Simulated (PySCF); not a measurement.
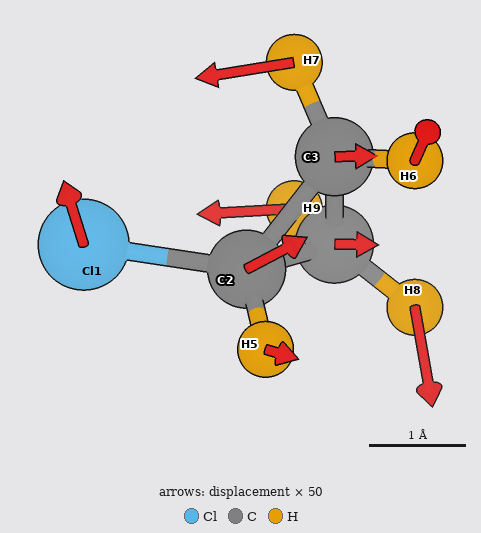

This is a relaxation of C$_{3}$H$_{5}$Cl. The starting structure is drawn; red arrows show the displacements, 50 times their true length. The two geometries are superimposed by the best rigid fit.

A ball-and-stick model, seen from a free direction.

The start comes from MMFF94s.

The calculation used PySCF 2.14.0, density-fitted response routines, PBE0-D3(BJ)/def2-SVP geometry optimisation, gas phase. 

> Atoms of which element are displaced furthest, and by how much?

Hydrogen: up to 0.025 Å, against 0.017 Å for chlorine.

> What happened in the run?

The energy falls by 1.87 kJ/mol in 4 geometry steps. The largest moves after the best rigid fit, 0.025 Å, are those of H atoms. By element the largest moves are H 0.025 Å, Cl 0.017 Å, C 0.016 Å. Some distances before and after: C–Cl 1.742 → 1.760 Å, C–H 1.084 → 1.093 Å, C–C 1.500 → 1.492 Å. The run took 9.3 s on 1 thread of Arm Neoverse V2 (shared host).
